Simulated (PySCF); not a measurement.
The calculation's input:

```
{"job": {"kind": "uv", "xc": "wB97X-D", "basis": "def2-SVPD", "nstates": 8, "ntriplets": 3}, "charge": 0, "multiplicity": 1}
C     -2.267758     1.121034    -0.415713
Si    -1.276252    -0.028857     0.725184
P     -1.873335    -2.167627     0.357515
C      0.537786     0.203614     0.333552
C      1.710292     0.244164     0.062153
C      3.133464     0.298613    -0.243089
F      3.392453    -0.037929    -1.518455
F      3.842546    -0.543631     0.528569
F      3.653013     1.522785    -0.054881
H     -3.331627     1.027487    -0.216162
H     -2.106225     0.882291    -1.463800
H     -1.990049     2.159352    -0.265519
H     -1.405514     0.297470     2.149795
H     -0.793728    -2.706850     1.038009
H     -1.229480    -2.263926    -0.866414
```

Run with:

```sh
OMP_NUM_THREADS=1 python probes_run.py task.json out
```

Geometry: GFN2-xTB.

All numbers below come from wB97X-D/def2-SVPD, SCF density, gas phase (PySCF 2.14.0).

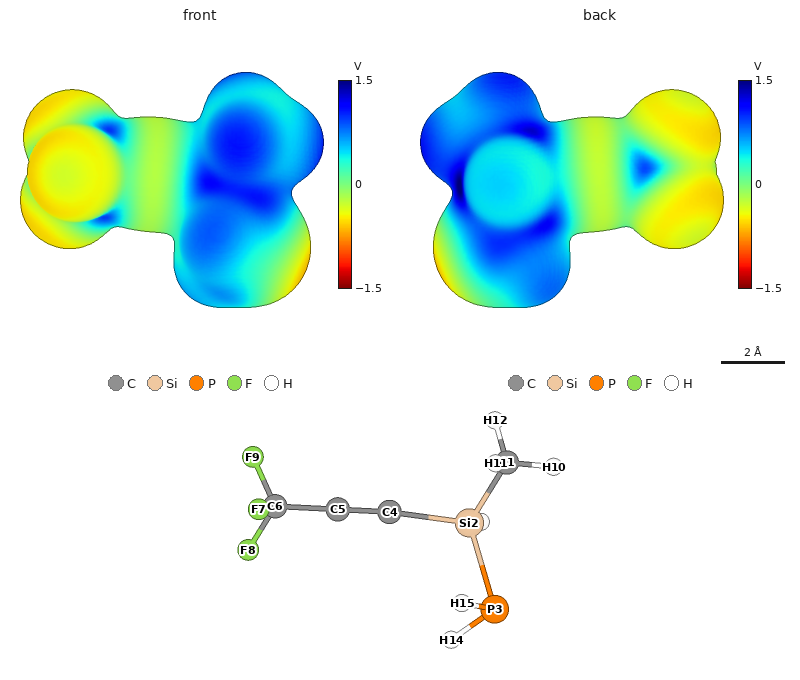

C4H6F3PSi. The molecular electrostatic potential painted on the density surface at 0.002 e/bohr³, seen from the front and from behind; red is negative and blue positive. The bare structure is drawn below in the same view.

> Which sites attract a positive test charge, and which a negative one?

A positive charge is drawn to the negative regions and a negative charge to the positive ones. The most negative region (about −0.6 V) lies over P3, the most positive (about +1.3 V) over Si2.

> How polar is the molecule by this calculation?

Its dipole moment is 2.77 D.
